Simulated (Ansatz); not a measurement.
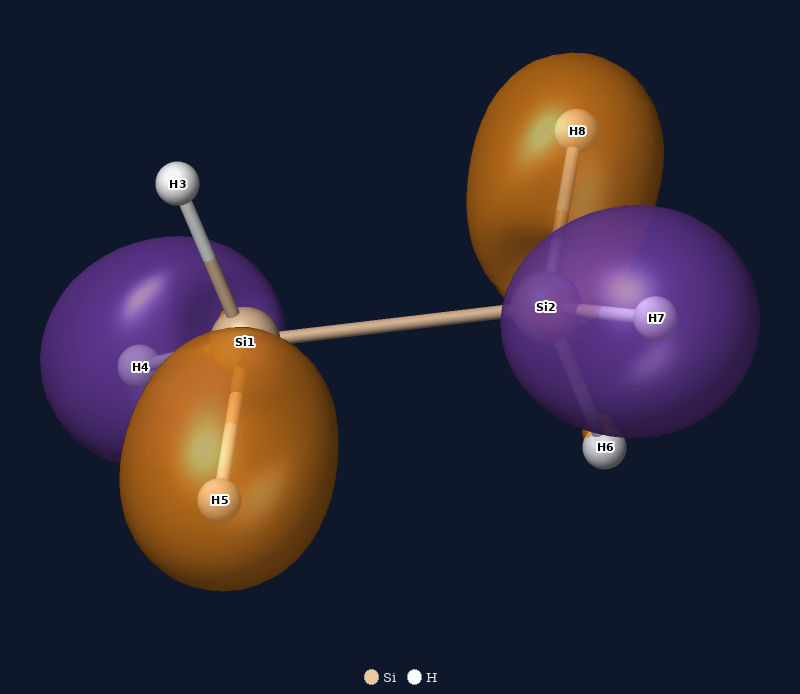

*H6Si2. The HOMO−1 at ±0.15 Å⁻³ᐟ² (orange and purple are the two phases), seen at a tilt.*

Level of theory: RKS B3LYP/def2-SVP (Ansatz).

Input file:

```
crystal:
  periodic: [false, false, false]
  atoms:
    - { symbol: Si, position_ang: [-0.3054, 0.445, -0.9708] }
    - { symbol: Si, position_ang: [0.3349, -0.5051, 0.9748] }
    - { symbol: H, position_ang: [0.7807, 0.9443, -1.8016] }
    - { symbol: H, position_ang: [-1.0691, -0.4536, -1.8123] }
    - { symbol: H, position_ang: [-1.2073, 1.6681, -0.719] }
    - { symbol: H, position_ang: [-0.15904, -1.92146, 1.05721] }
    - { symbol: H, position_ang: [-0.26188, 0.24629, 2.12971] }
    - { symbol: H, position_ang: [1.77304, -0.5367, 1.1266] }
basis:
  gaussian: { orbitals: def2-SVP }
hamiltonian:
  xc: b3lyp
relax:
  f_tol: 0.015
  max_steps: 40
output:
  orbitals: {}
```

Launched as:

```sh
ansatz run input.yaml --threads 1 --pin off --max-ram 2048MiB --backend cpu --events-out ev --progress --plain --runs-dir out
```

The fields are those of the relaxed geometry.

**Where does this orbital lie, and at what energy?**

Its weight (Hirshfeld) is mainly on Si1 (about 20 %), Si2 (about 20 %), H4 (about 15 %), H5 (about 15 %), H7 (about 15 %) and H8 (about 10 %). It is one of a degenerate set, so its orientation is arbitrary. Its energy is −9.32 eV.
